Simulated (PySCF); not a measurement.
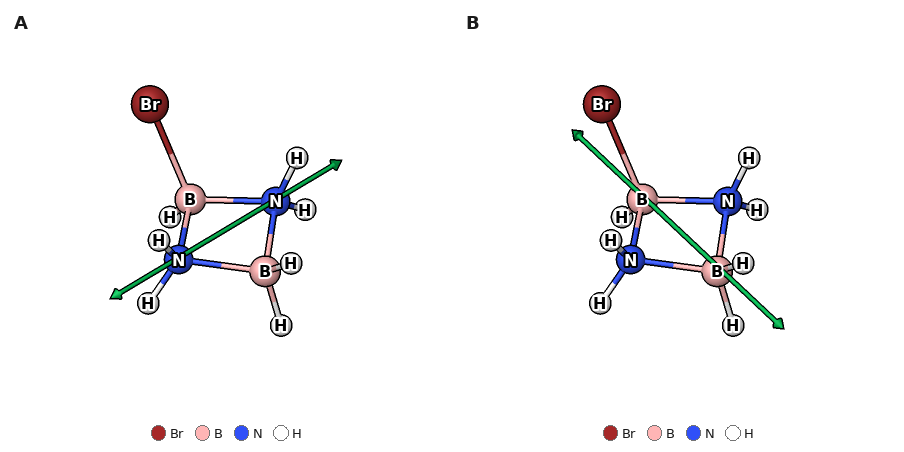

The double arrows show the directions of two transition dipoles from the ground state (lengths mean nothing). The computed structure is the end point of a GFN2-xTB optimisation. No frequency run is at hand to confirm it as a minimum. Properties computed with TDDFT PBE0/def2-SVPD, vertical, gas phase, core orbitals frozen in the response (PySCF 2.14.0).

Question. One belongs to singlet state 1 and one to singlet state 2. Which is which?

Answer. A: state 2, 6.85 eV (181 nm), oscillator strength 0.047, mainly HOMO−1 → LUMO (weight 0.96).
B: state 1, 6.60 eV (188 nm), oscillator strength 0.033, mainly HOMO → LUMO (weight 0.97).

The geometry is semi-empirical. Around B, Br such bond lengths and angles can be off by a tenth of an ångström or more and by several degrees, and values that hang on the shape move with them.
